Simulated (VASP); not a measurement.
Band structure of Li2O (antifluorite). Computed with revTPSS meta-GGA, VASP's PBE PAW potentials (set 64) (plane waves; VASP).

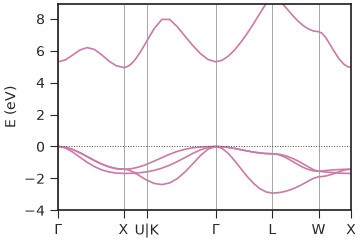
Figure: Bands along high-symmetry lines, zero at the valence-band maximum or, without a gap, the Fermi level

**Question.** Read the plot: is there a gap, and where are the band edges?

**Answer.** The gap is indirect, 4.95 eV, from the valence maximum at Γ to the conduction minimum at X.

Measured: gap 8.00 eV (computed value off by -3.05 eV), as given by Das et al., (2018), arXiv:1807.05623.

The compound is Li2O in the antifluorite structure. It was relaxed first.
